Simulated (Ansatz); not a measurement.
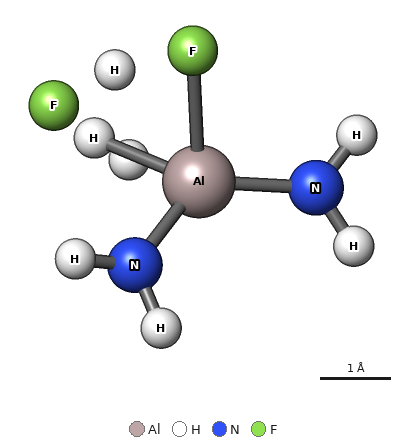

*The structure as given in the input (ball-and-stick view, seen at a tilt). Sticks mark near contacts.*

# Geometry relaxation of AlN2H7F2 (part 1 of 2)

- system: AlN2H7F2
- method: RKS r2SCAN-D4/6-31G* (Ansatz 0.2.0)

The input holds or restrains some coordinates. It belongs to a series of runs on one base structure; here: pulled along the bonds that form and break, towards end B.

**The program's output**
```
The last accepted step is kept in [file] (removed where the run ends without a failure and the disk answers)
Engine: ansatz 0.2.0, x86_64-unknown-linux-gnu
Functional definition: r2SCAN
  parameter k0 = 0.174
  parameter k1 = 0.065
  parameter a1 = 4.9479
  exchange = r2scan_x(k0 = k0, k1 = k1, a1 = a1)
  correlation = r2scan_c
1144 factors; their error is unknown
mean field evaluation 1: about -15105.6517 eV, gradient 8.9e1 eV
mean field evaluation 2: about -15077.2327 eV, gradient 1.4e2 eV
mean field evaluation 4: about -15120.4246 eV, gradient 7.4e0 eV
mean field evaluation 8: about -15120.5151 eV, gradient 2.9e-1 eV
mean field evaluation 16: about -15120.4715 eV, gradient 1.1e-3 eV
mean field -15120.47145597 eV, -555.6670769832 hartree, gradient 3.5e-5 eV, S^2 0.000000; 0 other end points of the search recorded, 0 dependent functions left out
the calculation of the forces begins
reference -15120.47147020 eV, -555.6670775062 hartree; 26, 26 occupied and 67, 67 virtual orbitals, 1144 factors
relax step   1: F+E_penalty+E_count = -15120.52517119 eV  Δ(F+E_penalty+E_count) = +0.000e0 eV  max|allowed force component| = 2.366e0 eV/Å  E_restraint = 43.74911444 eV  max|allowed force component, restraints' pulls added| = 3.753e1 eV/Å  Δτ_max = 0.0000 Å  (28 SCF iters, accepted)
  distance Al 0 - F 5 = 2.1120 Å
  distance H 4 - F 7 = 1.1969 Å
  distance H 6 - H 1 = 0.9803 Å
  distance Al 0 - H 1 = 2.0025 Å
  distance H 4 - F 5 = 1.1946 Å
  distance H 6 - F 7 = 1.2120 Å
these checks for a lower state are left out or cut short: starts, cluster_reference, orbital_swaps, neighbouring_geometries, increment
1144 factors; their error is unknown
mean field -15121.24904194 eV, -555.6956527405 hartree, gradient 2.2e-5 eV, S^2 0.000000; 0 other end points of the search recorded, 0 dependent functions left out
[... from here on the field's lines of each further geometry are left out, up to the last ...]
relax step   2: F+E_penalty+E_count = -15121.29968341 eV  Δ(F+E_penalty+E_count) = -7.745e-1 eV  max|allowed force component| = 2.430e0 eV/Å  E_restraint = 18.75530513 eV  max|allowed force component, restraints' pulls added| = 2.615e1 eV/Å  Δτ_max = 0.1953 Å  (33 SCF iters, accepted)
relax step   3: F+E_penalty+E_count = -15121.31475806 eV  Δ(F+E_penalty+E_count) = -1.507e-2 eV  max|allowed force component| = 7.751e0 eV/Å  E_restraint = 4.27076394 eV  max|allowed force component, restraints' pulls added| = 9.345e0 eV/Å  Δτ_max = 0.1946 Å  (32 SCF iters, accepted)
relax step   4: F+E_penalty+E_count = -15121.74873656 eV  Δ(F+E_penalty+E_count) = -4.340e-1 eV  max|allowed force component| = 2.988e0 eV/Å  E_restraint = 0.23833303 eV  max|allowed force component, restraints' pulls added| = 3.425e0 eV/Å  Δτ_max = 0.1922 Å  (29 SCF iters, accepted)
relax step   5: F+E_penalty+E_count = -15122.04325370 eV  Δ(F+E_penalty+E_count) = -2.945e-1 eV  max|allowed force component| = 1.610e0 eV/Å  E_restraint = 0.18301612 eV  max|allowed force component, restraints' pulls added| = 2.514e0 eV/Å  Δτ_max = 0.1999 Å  (27 SCF iters, accepted)
relax step   6: F+E_penalty+E_count = -15122.20403414 eV  Δ(F+E_penalty+E_count) = -1.608e-1 eV  max|allowed force component| = 1.373e0 eV/Å  E_restraint = 0.31058630 eV  max|allowed force component, restraints' pulls added| = 2.203e0 eV/Å  Δτ_max = 0.1935 Å  (27 SCF iters, accepted)
relax step   7: F+E_penalty+E_count = -15122.21758487 eV  Δ(F+E_penalty+E_count) = -1.355e-2 eV  max|allowed force component| = 1.407e0 eV/Å  E_restraint = 0.15853980 eV  max|allowed force component, restraints' pulls added| = 4.227e-1 eV/Å  Δτ_max = 0.1997 Å  (28 SCF iters, accepted)
relax step   8: F+E_penalty+E_count = -15122.26382156 eV  Δ(F+E_penalty+E_count) = -4.624e-2 eV  max|allowed force component| = 1.449e0 eV/Å  E_restraint = 0.14560659 eV  max|allowed force component, restraints' pulls added| = 3.153e-1 eV/Å  Δτ_max = 0.2000 Å  (27 SCF iters, accepted)
relax step   9: F+E_penalty+E_count = -15122.27458578 eV  Δ(F+E_penalty+E_count) = -1.076e-2 eV  max|allowed force component| = 1.537e0 eV/Å  E_restraint = 0.13735963 eV  max|allowed force component, restraints' pulls added| = 1.254e-1 eV/Å  Δτ_max = 0.2000 Å  (27 SCF iters, accepted)
relax step  10: F+E_penalty+E_count = -15122.31490328 eV  Δ(F+E_penalty+E_count) = -4.032e-2 eV  max|allowed force component| = 1.469e0 eV/Å  E_restraint = 0.18881072 eV  max|allowed force component, restraints' pulls added| = 9.564e-1 eV/Å  Δτ_max = 0.1951 Å  (28 SCF iters, rejected (line search))
relax step  11: F+E_penalty+E_count = -15122.29852571 eV  Δ(F+E_penalty+E_count) = -2.394e-2 eV  max|allowed force component| = 1.395e0 eV/Å  E_restraint = 0.14714985 eV  max|allowed force component, restraints' pulls added| = 3.158e-1 eV/Å  Δτ_max = 0.0957 Å  (28 SCF iters, accepted)
relax step  12: F+E_penalty+E_count = -15122.32187612 eV  Δ(F+E_penalty+E_count) = -2.335e-2 eV  max|allowed force component| = 1.374e0 eV/Å  E_restraint = 0.15851137 eV  max|allowed force component, restraints' pulls added| = 5.744e-1 eV/Å  Δτ_max = 0.0983 Å  (28 SCF iters, accepted)
relax step  13: F+E_penalty+E_count = -15122.37744004 eV  Δ(F+E_penalty+E_count) = -5.556e-2 eV  max|allowed force component| = 1.380e0 eV/Å  E_restraint = 0.18223695 eV  max|allowed force component, restraints' pulls added| = 1.105e0 eV/Å  Δτ_max = 0.1457 Å  (28 SCF iters, accepted)
relax step  14: F+E_penalty+E_count = -15122.46485459 eV  Δ(F+E_penalty+E_count) = -8.741e-2 eV  max|allowed force component| = 1.229e0 eV/Å  E_restraint = 0.28863902 eV  max|allowed force component, restraints' pulls added| = 2.639e0 eV/Å  Δτ_max = 0.1931 Å  (28 SCF iters, rejected (line search))
relax step  15: F+E_penalty+E_count = -15122.40333958 eV  Δ(F+E_penalty+E_count) = -2.590e-2 eV  max|allowed force component| = 1.260e0 eV/Å  E_restraint = 0.16009777 eV  max|allowed force component, restraints' pulls added| = 6.830e-1 eV/Å  Δτ_max = 0.0965 Å  (28 SCF iters, accepted)
relax step  16: F+E_penalty+E_count = -15122.42235642 eV  Δ(F+E_penalty+E_count) = -1.902e-2 eV  max|allowed force component| = 1.457e0 eV/Å  E_restraint = 0.15113494 eV  max|allowed force component, restraints' pulls added| = 4.330e-1 eV/Å  Δτ_max = 0.0974 Å  (28 SCF iters, accepted)
the calculation of the forces begins
reference -15122.37914732 eV, -555.7371833472 hartree; 26, 26 occupied and 67, 67 virtual orbitals, 1144 factors
relax step  17: F+E_penalty+E_count = -15122.42987506 eV  Δ(F+E_penalty+E_count) = -7.519e-3 eV  max|allowed force component| = 1.713e0 eV/Å  E_restraint = 0.13651552 eV  max|allowed force component, restraints' pulls added| = 1.341e-1 eV/Å  Δτ_max = 0.1412 Å  (27 SCF iters, accepted)
```

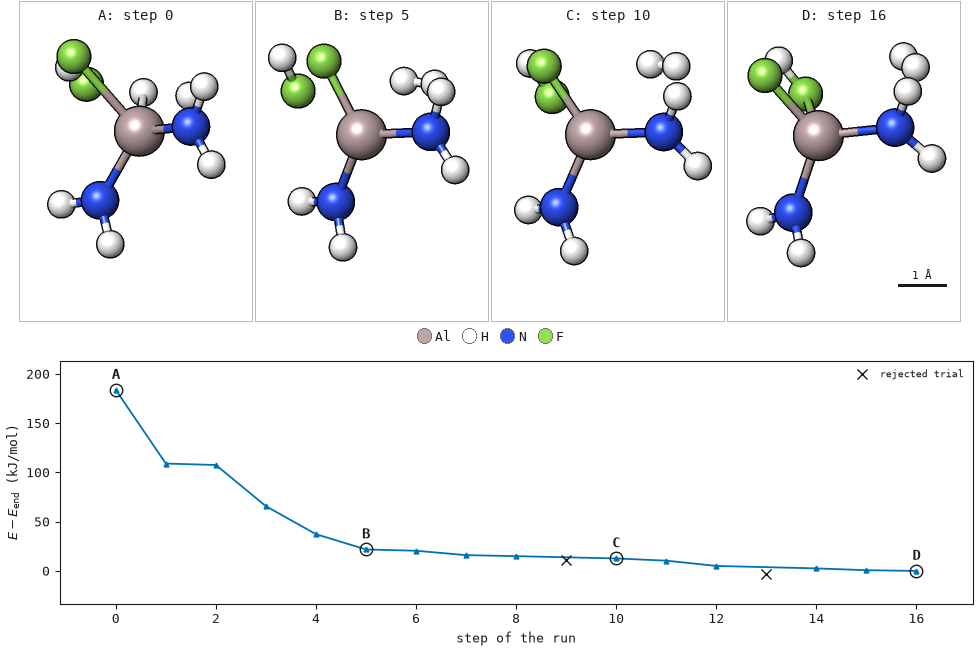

*Frames of the restrained relaxation (ball-and-stick view, seen at a tilt) above the curves, on which the letters mark them (the first geometry is step 0 here and step 1 in the log).*

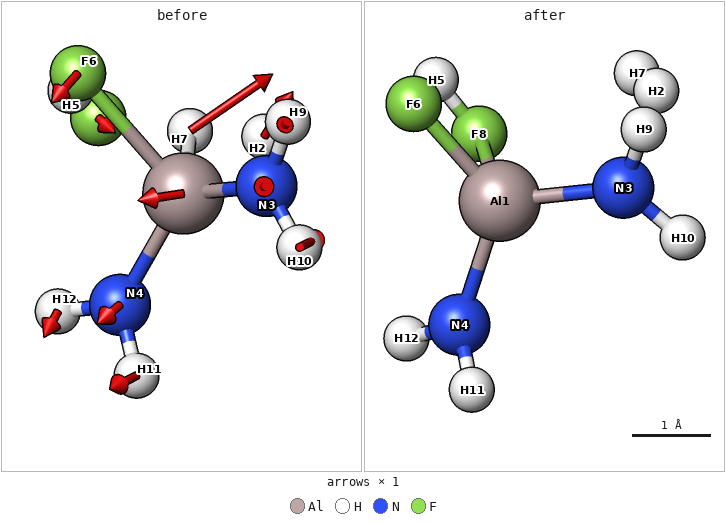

*Before (left) and after (right) the restrained relaxation, at one scale (ball-and-stick view, seen at a tilt). The red arrows give the displacements, at true length.*

The largest move after the best rigid fit is that of H7, 1.32 Å. Largest moves by element: H 1.32 Å, Al 0.66 Å, F 0.61 Å, N 0.51 Å. Among the contacts that change: Al1–H7 1.883 → 3.118 Å, Al1–F6 2.112 → 1.741 Å, H2–H7 0.980 → 0.693 Å, H5–F8 1.197 → 0.924 Å. New bonds form: H2–H7 (0.98 → 0.69 Å), H5–F8 (1.20 → 0.92 Å). Among the angles that change: N4–Al1–F6 111.5° → 123.0°, N3–Al1–F6 101.9° → 113.3°, N3–Al1–N4 127.2° → 119.0°. The energy falls by 183.8 kJ/mol in 16 geometry steps. Largest force component: 2.4 eV/Å at the start, 1.7 eV/Å at the end. The line search rejected the trial steps at points 9, 13 (counted from 0) and went back. (Atoms are counted from 1 in the order of the input.)

```
  distance Al 0 - F 5 = 1.7406 Å
  distance H 4 - F 7 = 0.9241 Å
  distance H 6 - H 1 = 0.6928 Å
  distance Al 0 - H 1 = 2.8253 Å
  distance H 4 - F 5 = 2.1680 Å
  distance H 6 - F 7 = 2.1919 Å
1144 factors; their error is unknown
mean field -15122.37913239 eV, -555.7371827987 hartree, gradient 1.3e-5 eV, S^2 0.000000; 1 other end points of the search recorded, 0 dependent functions left out
the calculation of the forces begins
reference -15122.37914732 eV, -555.7371833472 hartree; 26, 26 occupied and 67, 67 virtual orbitals, 1144 factors
Total energy: -15122.42988999 eV, -555.7390481059 hartree
Atom 0 at    -0.402521     0.483100     0.167983 Å, force    -0.467724     0.108609     0.967155 eV/Å
Atom 1 at     0.529036    -2.168164    -0.123782 Å, force    -1.677574     0.096207    -1.357289 eV/Å
Atom 2 at    -1.234743    -0.613074    -0.967188 Å, force     0.027323     0.091363     0.101510 eV/Å
Atom 3 at     0.519556     1.861765    -0.481968 Å, force    -0.036711    -0.002859    -0.070293 eV/Å
Atom 4 at     0.899846    -0.329728     2.063279 Å, force    -0.835051     0.038281     1.222714 eV/Å
Atom 5 at    -1.092020     0.473052     1.766176 Å, force     0.716325    -0.148198    -0.987069 eV/Å
Atom 6 at     1.074366    -2.259792     0.293517 Å, force     1.713449    -0.624045     1.176976 eV/Å
Atom 7 at     1.256597    -0.278197     1.212399 Å, force     0.517978     0.429869    -1.140950 eV/Å
Atom 8 at    -2.014213    -1.209002    -0.723314 Å, force    -0.022923    -0.014196     0.008475 eV/Å
Atom 9 at    -0.997724    -0.723280    -1.944678 Å, force     0.029478     0.005890     0.031663 eV/Å
Atom 10 at     0.179972     2.430384    -1.247661 Å, force     0.022768    -0.008593     0.024782 eV/Å
Atom 11 at     1.281846     2.333035    -0.014965 Å, force     0.012661     0.027670     0.022325 eV/Å
Dipole moment:     0.294176    -0.106032     0.047904 e Å
```

**Trajectory as extended XYZ (Å, eV, eV/Å), 17 frames, from step=1 to step=17**
```
12
Properties=species:S:1:pos:R:3:forces:R:3 step=1 energy=-15120.52517
Al   -0.1970   -0.0461   -0.1665   -0.4627  -0.0247   1.1186
H     1.0492   -1.6136   -0.1726   -0.5848   1.2367   0.6889
N    -1.6236   -0.5797   -1.0576   -0.1195  -0.0663  -0.2423
N     0.8082    1.3770   -0.5013   -0.1217   0.1668  -0.3003
H     0.2898   -0.0726    1.9031   -0.8520  -0.3844   0.5438
F    -0.9019   -0.0452    1.8244    2.3659  -0.0519  -1.8421
H     1.2346   -1.0140    0.5804    0.0909  -2.1285  -1.6376
F     1.4090   -0.3209    1.5593   -0.2439   1.3735   1.6847
H    -2.3280   -1.2322   -0.7461    0.0400  -0.0627   0.1924
H    -1.8765   -0.2498   -1.9761    0.0431   0.0868  -0.1947
H     0.6838    1.9199   -1.3419   -0.1917   0.1458  -0.1995
H     1.4524    1.8773    0.0947    0.0364  -0.2910   0.1882
12
Properties=species:S:1:pos:R:3:forces:R:3 step=2 energy=-15121.29968
Al   -0.3202    0.0832   -0.0948   -1.0284   0.1799   2.4301
H     1.1650   -1.7136   -0.1287   -0.4731   0.7726   0.2853
N    -1.6317   -0.5793   -1.0619    0.0905  -0.0535  -0.3471
N     0.8069    1.3848   -0.5035   -0.1953   0.0680  -0.2391
H     0.4352   -0.0774    1.9243    0.4469  -0.3551   0.5048
F    -1.0184   -0.0401    1.7442    2.1599   0.0948  -2.4270
H     1.2094   -1.1346    0.4289    0.2754  -1.6711  -1.1378
F     1.4240   -0.2389    1.6665   -1.2002   1.1086   1.1057
H    -2.3298   -1.2336   -0.7454   -0.0560  -0.0559   0.2168
H    -1.8770   -0.2496   -1.9805    0.0397  -0.0105  -0.3190
H     0.6830    1.9234   -1.3452   -0.1098   0.1687  -0.2803
H     1.4535    1.8759    0.0959    0.0505  -0.2466   0.2076
12
Properties=species:S:1:pos:R:3:forces:R:3 step=3 energy=-15121.31476
Al   -0.4354    0.1845   -0.0257   -1.2949   0.2834   1.9722
H     1.2278   -1.7813   -0.1405   -0.2009  -2.5333  -2.3232
N    -1.6304   -0.5843   -1.0683    0.1661   0.0156  -0.4362
N     0.8007    1.3828   -0.5039   -0.3401  -0.0780   0.0635
H     0.6191   -0.0781    1.9878   -7.7514   0.4851   2.5490
F    -1.1626   -0.0211    1.6413    2.0641   0.2615  -1.9310
H     1.2135   -1.2702    0.2977    0.2158   2.0364   1.9889
F     1.4390   -0.1410    1.7904    7.2894  -0.2012  -1.6320
H    -2.3304   -1.2334   -0.7430   -0.0839   0.0147   0.1801
H    -1.8748   -0.2512   -1.9859    0.0448  -0.0999  -0.3508
H     0.6814    1.9232   -1.3483   -0.0711   0.0587  -0.2017
H     1.4520    1.8702    0.0983   -0.0378  -0.2428   0.1213
12
Properties=species:S:1:pos:R:3:forces:R:3 step=4 energy=-15121.74874
Al   -0.5365    0.2640    0.0038   -0.8023   0.2034   0.8891
H     1.2603   -1.8727   -0.2043   -0.0463  -2.9880  -2.4839
N    -1.6296   -0.5899   -1.0900    0.1223   0.0412  -0.3883
N     0.7757    1.3841   -0.4976   -0.4549  -0.0313   0.2031
H     0.6993   -0.0727    2.1624   -0.5831  -0.0625   0.4546
F    -1.3034    0.0116    1.5516    1.8619   0.2985  -0.6860
H     1.2358   -1.3601    0.2150    0.1070   2.7588   2.4284
F     1.5849   -0.0495    1.8613   -0.0217   0.1417  -0.1279
H    -2.3365   -1.2251   -0.7442   -0.0630   0.1124   0.0687
H    -1.8739   -0.2623   -2.0099    0.0320  -0.1672  -0.3531
H     0.6794    1.9201   -1.3522   -0.0452  -0.0456  -0.0721
H     1.4445    1.8525    0.1039   -0.1067  -0.2614   0.0673
```
